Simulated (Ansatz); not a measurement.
Al₁₂P₁₂ (Al12P12 wurtzite hole rod)

```yaml
atoms:
  - { symbol: P, position_ang: [-0.0125, -2.5305, -3.6554] }
  - { symbol: Al, position_ang: [-1.6463, -0.9410, -3.3101] }
  - { symbol: Al, position_ang: [-0.0062, -2.1368, -1.2557] }
  - { symbol: P, position_ang: [-2.2895, -1.3165, -1.1099] }
  - { symbol: P, position_ang: [-0.0009, -2.6394, 1.1137] }
  - { symbol: Al, position_ang: [-1.8489, -1.0657, 1.2580] }
  - { symbol: Al, position_ang: [0.0040, -1.8915, 3.3128] }
  - { symbol: P, position_ang: [-2.1873, -1.2637, 3.6578] }
  - { symbol: P, position_ang: [-2.1997, 1.2715, -3.6472] }
  - { symbol: Al, position_ang: [-1.8507, 1.0712, -1.2493] }
  - { symbol: P, position_ang: [-2.2812, 1.3228, 1.1199] }
  - { symbol: Al, position_ang: [-1.6283, 0.9468, 3.3171] }
  - { symbol: Al, position_ang: [1.6282, -0.9464, -3.3178] }
  - { symbol: P, position_ang: [2.2805, -1.3231, -1.1206] }
  - { symbol: Al, position_ang: [1.8519, -1.0720, 1.2504] }
  - { symbol: P, position_ang: [2.1986, -1.2705, 3.6493] }
  - { symbol: P, position_ang: [2.1866, 1.2643, -3.6582] }
  - { symbol: Al, position_ang: [-0.0046, 1.8917, -3.3123] }
  - { symbol: Al, position_ang: [1.8493, 1.0655, -1.2582] }
  - { symbol: P, position_ang: [0.0025, 2.6395, -1.1132] }
  - { symbol: P, position_ang: [2.2906, 1.3146, 1.1101] }
  - { symbol: Al, position_ang: [0.0063, 2.1359, 1.2550] }
  - { symbol: Al, position_ang: [1.6457, 0.9418, 3.3101] }
  - { symbol: P, position_ang: [0.0119, 2.5316, 3.6539] }
```

Geometry: r2SCAN-D4/def2-SVP.

Level of theory: RKS PBE0-D4/def2-SVP in Ansatz.

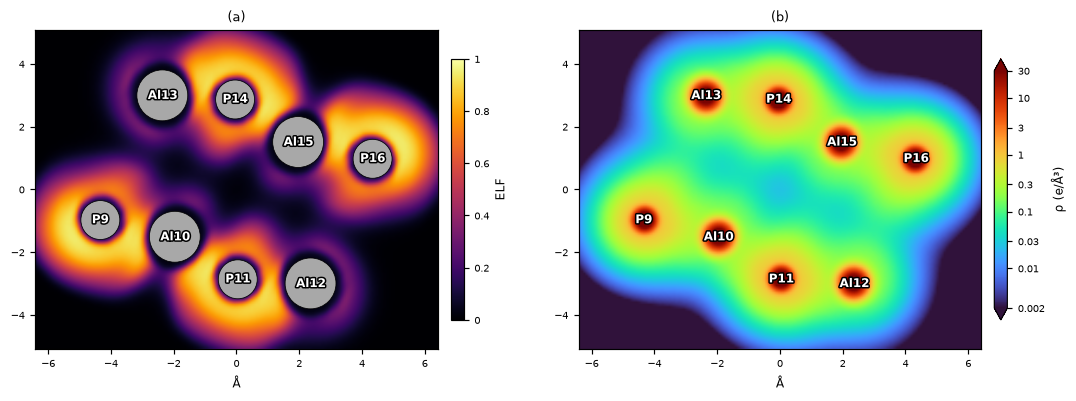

Figure 1. (a) electron localisation function; (b) electron density on the plane of atoms Al13, P14 and Al15. Grey discs cover the atomic cores in the ELF map.

### What do the fields say about this system?

Atoms in the plane: P and Al.
Al–P (2.32 Å): ρ is about 0.48 e/Å³ halfway; the ELF peaks at about 0.85 in the valence shell of P, 1.0 Å from its nucleus, and is about 0.85 at the midpoint.
Al–P (2.42 Å): ρ at the midpoint is about 0.43 e/Å³; the ELF peaks at about 0.90 in the valence shell of P, 1.0 Å from its nucleus, and is about 0.85 at the midpoint.
The ELF also peaks beside P9 and P16, away from the bonds: lone-pair regions.

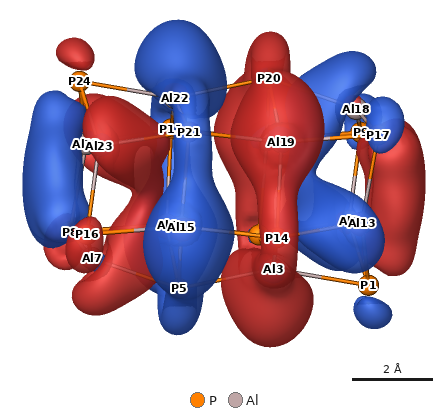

Figure 2. The LUMO at ±0.05 Å⁻³ᐟ² (red and blue are the two phases), seen across its widest extent.

### What is the character of this orbital?

No atom holds more than about 10 % of it (Hirshfeld); by element the shares are Al 65 % and P 35 %; it is ungerade (odd under inversion). Its energy is −3.50 eV.

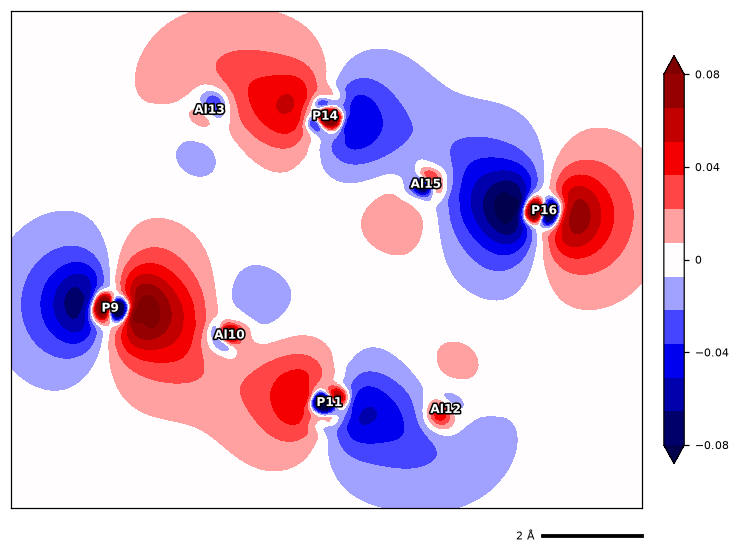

Figure 3. The HOMO on the plane of atoms Al13, P14 and Al15 (values in Å⁻³ᐟ²; the overall sign is arbitrary).

### What is the character of this orbital?

No atom holds more than about 10 % of it (Hirshfeld); by element the shares are P 75 % and Al 25 %; it is ungerade (odd under inversion). It is one of a degenerate set, so its orientation is arbitrary. Its energy is −6.19 eV.
